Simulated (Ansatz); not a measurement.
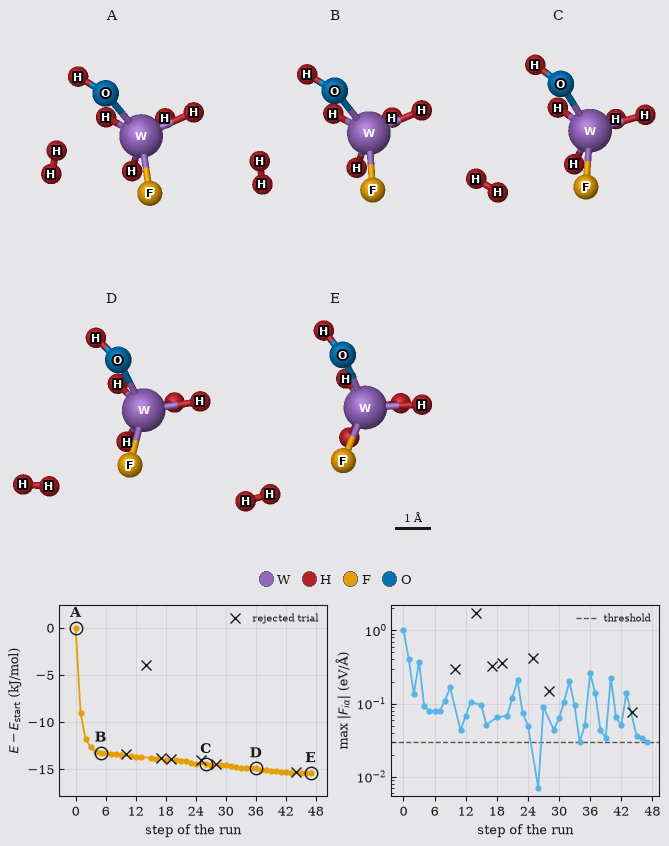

Frames of a relaxation of WH₇OF, marked on the history of the run. A ball-and-stick model, seen at a tilt.

The run prepares an end point of a later path (reaction) calculation, from a guessed geometry.

Method: RKS CAM-B3LYP/def2-SVP (Ansatz 0.2.0). Set-up: no spin polarisation; force threshold 0.03 eV/Å; at most 50 steps.

Q: Describe the path.

A: After 40 accepted moves (47 points after the start) the energy has fallen by 15.4 kJ/mol. Largest force component: 1 eV/Å at the start, 0.03 eV/Å at the end. The line search rejected the trial steps at points 10, 14, 17, 19, 25, 28, 44 of the run. The forces were under the threshold at step 26, but the run went on from there. An H atom moves most after the best rigid fit: 2.29 Å. By element the largest moves are H 2.29 Å, F 0.98 Å, O 0.81 Å, W 0.36 Å. Near-neighbour distances that change, for instance: H–W 2.636 → 4.701 Å, H–W 2.920 → 4.007 Å, O–W 1.910 → 1.870 Å, H–H 0.735 → 0.764 Å. Bond angles that change, for instance: F–W–H 103.3° → 107.5°, F–W–O 116.0° → 111.8°, H–W–O 136.0° → 133.2°. Cost: 67 s on 4 threads of Intel(R) Xeon(R) Platinum 8488C (Sapphire Rapids), with other jobs on the host, peak memory 0.24 GiB. From step 0 to 5: an H atom moves most (0.69 Å), energy −13.2 kJ/mol. From step 5 to 26: an H atom moves most (0.56 Å), energy −1.22 kJ/mol. From step 26 to 36: an H atom moves most (0.74 Å), energy −0.45 kJ/mol. From step 36 to 47: an H atom moves most (0.54 Å), energy −0.51 kJ/mol.

| step | E − E(0), kJ/mol | largest force component, eV/Å | note |
| --- | --- | --- | --- |
| 0 | 0.00 | 1.0232 |  |
| 1 | -9.04 | 0.4071 |  |
| 2 | -11.80 | 0.1360 |  |
| 3 | -12.61 | 0.3728 |  |
| 4 | -13.13 | 0.0923 |  |
| 5 | -13.23 | 0.0786 |  |
| 6 | -13.29 | 0.0786 |  |
| 7 | -13.33 | 0.0790 |  |
| 8 | -13.39 | 0.1096 |  |
| 9 | -13.46 | 0.1659 |  |
| 10 | -13.37 | 0.2964 | rejected |
| 12 | -13.70 | 0.0683 |  |
| 14 | -3.89 | 1.7002 | rejected |
| 16 | -13.87 | 0.0512 |  |
| 18 | -13.96 | 0.0647 |  |
| 20 | -14.03 | 0.0685 |  |
| 22 | -14.11 | 0.2072 |  |
| 24 | -14.40 | 0.0501 |  |
| 26 | -14.45 | 0.0071 |  |
| 28 | -14.46 | 0.1475 | rejected |
| 29 | -14.55 | 0.0439 |  |
| 31 | -14.67 | 0.1065 |  |
| 33 | -14.80 | 0.0946 |  |
| 35 | -14.84 | 0.0517 |  |
| 37 | -15.05 | 0.1380 |  |
| 39 | -15.15 | 0.0342 |  |
| 41 | -15.26 | 0.0657 |  |
| 43 | -15.33 | 0.1391 |  |
| 45 | -15.39 | 0.0358 |  |
| 47 | -15.40 | 0.0300 |  |

Limits of the set-up: the start holds two separate molecules, 2.2 Å apart at their closest, whose relative position is a soft coordinate and is computed without a dispersion correction.
